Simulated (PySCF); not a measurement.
System: GaN (charge −1, doublet).

```xyz
2

Ga    0.0000    0.0000   -0.3122
N     0.0000    0.0000    1.5368
```

These are results of PBE0/aug-cc-pVDZ(-PP), non-relativistic Hamiltonian with scalar-relativistic core potentials where named, at a bond length of 1.849 Å in PySCF, not measurements.

Question: Predict the electron density, electron localisation function and spin density between the atoms.

Answer: Ga–N (1.85 Å): ρ at the midpoint is about 0.85 e/Å³; the ELF peaks at about 0.90 in the valence shell of N, 0.6 Å from its nucleus, and is about 0.30 at the midpoint.
The unpaired spin (1 electron) lies mostly on N2 (about 0.9), in electrons by Hirshfeld's partition.

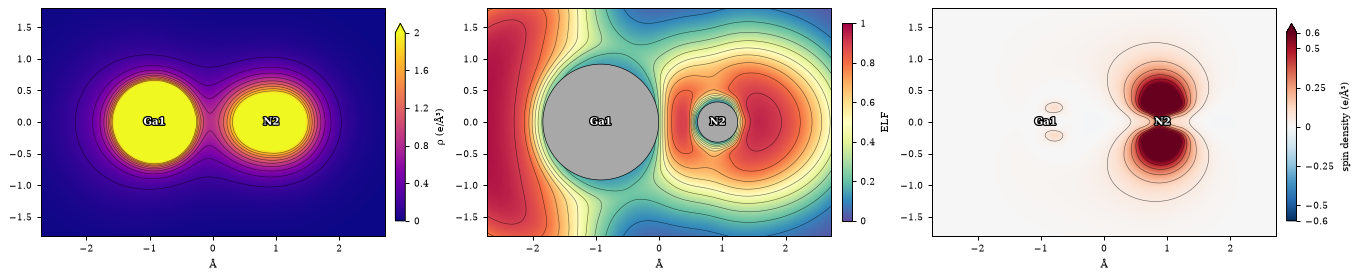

Computed electron density, electron localisation function and spin density on a plane that holds the molecular axis, in this order. Grey discs cover the atomic cores in the ELF map. 
